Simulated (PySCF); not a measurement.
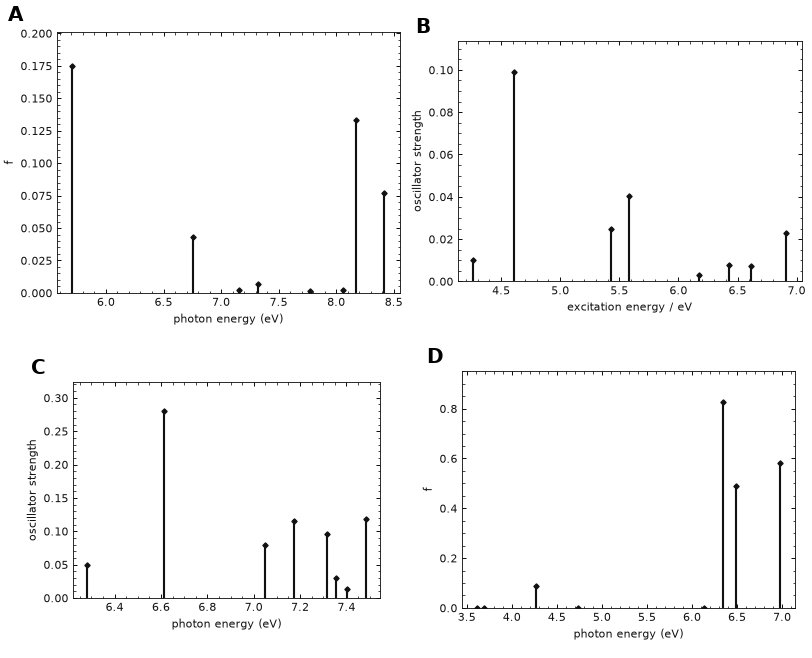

Vertical TDDFT excitations, CAM-B3LYP/def2-SVPD, PySCF 2.14.0, at a GFN2-xTB geometry (no frequency check), gas phase. Each panel shows the lowest singlet states that were computed.

Question: Which panel belongs to which molecule?
1. C₄H₇BF₂O, SMILES C=C(OCC)B(F)F
2. C₅H₄OSi, SMILES O=CC#CC#C[SiH3]
3. C₂H₁₄Si₄, SMILES CC[SiH2][SiH2][SiH2][SiH3]
4. C₅H₁₂AlN, SMILES C#[N+][Al@@H-]([CH3])[CH](C)C, singlet

Answer: A: 1 (S1 at 5.71 eV, brightest at 5.71 eV)
B: 4 (S1 at 4.27 eV, brightest at 4.61 eV)
C: 3 (S1 at 6.28 eV, brightest at 6.61 eV)
D: 2 (S1 at 3.61 eV, brightest at 6.34 eV)

Caveats, for all or some of the runs: core orbitals are frozen in the response; one conformer of a flexible molecule; the tight-binding geometry is rougher than a DFT one and adds to the error.
